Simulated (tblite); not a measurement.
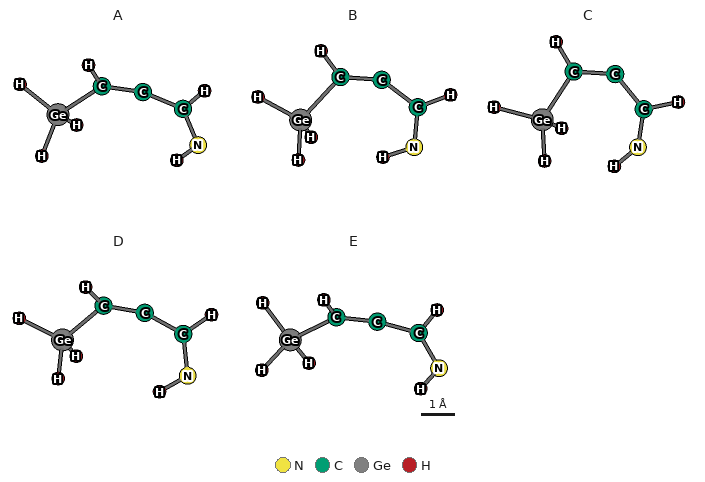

5 geometries from one relaxation of C3H6GeN (multiplicity 2), in shuffled order. The picture is a ball-and-stick view, seen at a tilt.

Method: tblite, GFN2-xTB geometry optimisation, gas phase. 

Put them in the order of the run, from the start to the converged end.

C, B, D, A, E. They are steps 0, 30, 41, 61, 120, at +1.137 eV, +0.451 eV, +0.187 eV, +0.016 eV relative to the last. An H atom moves most after the best rigid fit: 1.88 Å. By element the largest moves are H 1.88 Å, N 1.22 Å, C 0.70 Å, Ge 0.63 Å. Some distances before and after: Ge–H 1.579 → 1.492 Å, C–Ge 1.893 → 1.975 Å, C–C 1.415 → 1.364 Å, Ge–H 1.549 → 1.498 Å. Bond angles that change, for instance: C–C–C 129.2° → 170.1°, C–N–H 140.4° → 113.3°, N–C–C 132.9° → 126.6°. Groups turn about C–Ge by about 60°. The energy falls by 1.137 eV in 120 geometry steps. Cost: 0.55 s on 1 thread of Arm Neoverse V1, with other jobs on the host.
